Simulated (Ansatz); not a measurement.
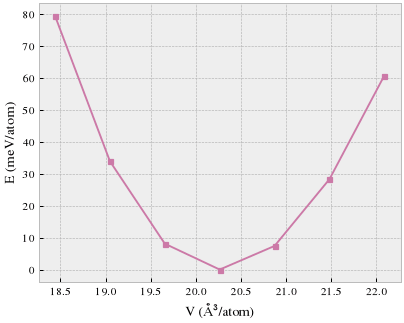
Fig. 1. ZrTa (CsCl type, space group No. 221) under volume change, plane-wave PAW r²SCAN (Ansatz code), scaled uniformly.

Question: What does a third-order Birch–Murnaghan fit give for V₀, B₀ and B′?

Answer: V₀ = 20.27 Å³/atom, B₀ = 134 GPa, B′ = 3.3.

Space group Pm-3m (CsCl type). The start of the workflow was typed in or built on a structure type; neither database checked (COD, Materials Project) lists it. Whether it is the stable phase at ambient conditions was not checked. Symmetry was held in the r²SCAN relaxation; whether a distortion lowers the energy is not shown. No spin polarisation was allowed. Its formation energy is positive at this level, so the cell may be metastable or incomplete. Spin–orbit coupling is left out wherever it is not named.

Potentials: the later of the program's two PAW sets.
